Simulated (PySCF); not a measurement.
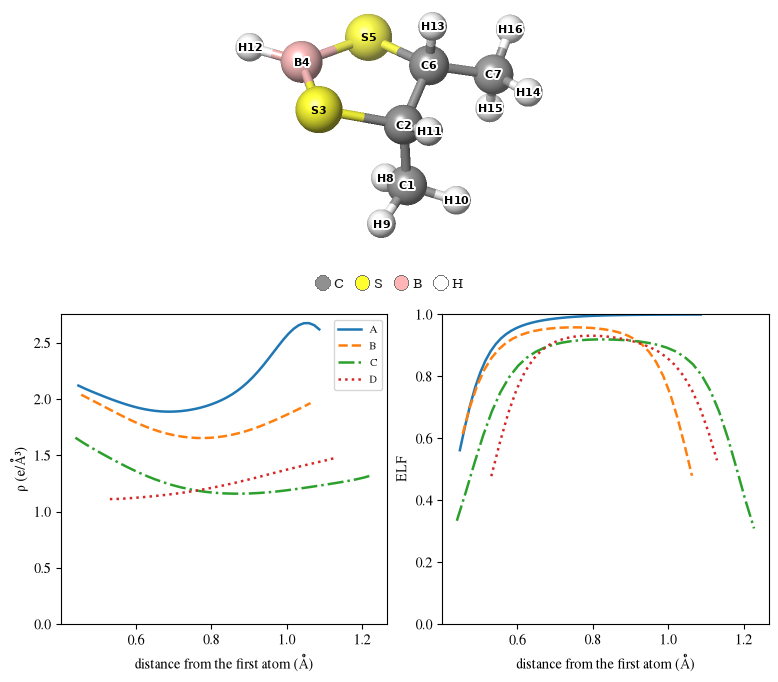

C$_{4}$H$_{9}$BS$_{2}$. Electron density and ELF along straight lines between neighbouring atoms. The curves leave out the atomic cores. The structure is drawn too.

Geometry: GFN2-xTB.

Level of theory: PBE0/pcSseg-1, SCF density, gas phase, non-relativistic in PySCF.

```xyz
16

C    -1.6269   -0.3481    0.0672
C    -0.3893   -0.2992   -0.8149
S     0.1866   -2.0335   -1.1212
B     1.2760   -2.1071    0.2786
S     1.5907   -0.5617    1.0853
C     0.7758    0.4806   -0.2185
C     0.3955    1.8367    0.3496
H    -1.3643   -0.6822    1.0698
H    -2.3485   -1.0458   -0.3514
H    -2.0919    0.6329    0.1298
H    -0.6418    0.1070   -1.7976
H     1.7587   -3.1026    0.6338
H     1.5456    0.6093   -0.9872
H    -0.1105    2.4306   -0.4095
H    -0.2557    1.7284    1.2124
H     1.2925    2.3635    0.6647
```

Which curve belongs to which contact (B–S, C–C, C–H and C–S)? The first atom named is at distance zero.

Curve A: C–H (1.09 Å): the density is about 2 e/Å³ at the midpoint; the ELF climbs to about 1 towards the hydrogen, as it does in any bond to H; an ordinary covalent bond to hydrogen. Curve B: C–C (1.52 Å): the density is about 1.7 e/Å³ at the midpoint; the ELF peaks at about 0.95 between the atoms: a shared electron pair. Curve C: C–S (1.85 Å): ρ at the midpoint is about 1.2 e/Å³; the ELF peaks at about 0.90 between the atoms: a covalent bond. Curve D: B–S (1.77 Å): ρ at the midpoint is about 1.3 e/Å³; the ELF peaks at about 0.95 between the atoms: a covalent bond.
